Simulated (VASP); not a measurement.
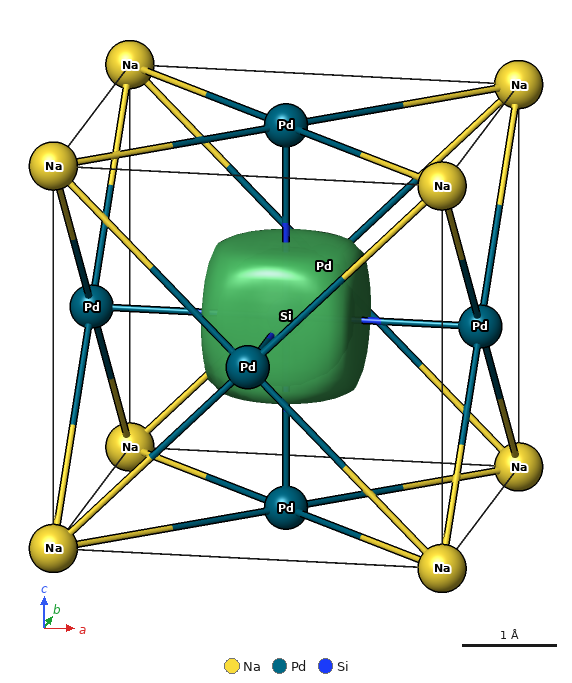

NaSiPd$_{3}$. Isosurface of the ELF at 0.55 (green), seen slightly off an axis. Core shells and regions of very low density are left out. Sticks mark near contacts.

Space group Pm-3m; a generated structure, not necessarily the stable one; computed pressure about 37 GPa in this cell.

Method: Kohn-Sham DFT of a periodic cell, PBE, VASP PAW PBE potentials, recommended (VASP 6.6.1).

In a PAW calculation such maps are meaningful between the atoms, not at the nuclei.

Question: What do the ELF domains correspond to?

Answer: The ELF exceeds this value in one region wrapped around Si (its valence shell), counted in one cell of 5 atoms. Any copies at cell faces, edges or corners count once.

Values along the shortest contacts:
Si–Pd (2.11 Å): the ELF peaks at about 0.55 in the valence shell of Si, 0.8 Å from its nucleus, and is about 0.45 at the midpoint. Na–Pd (2.98 Å): the ELF is about 0.20 at the midpoint (no shared electron pair shows on this line).
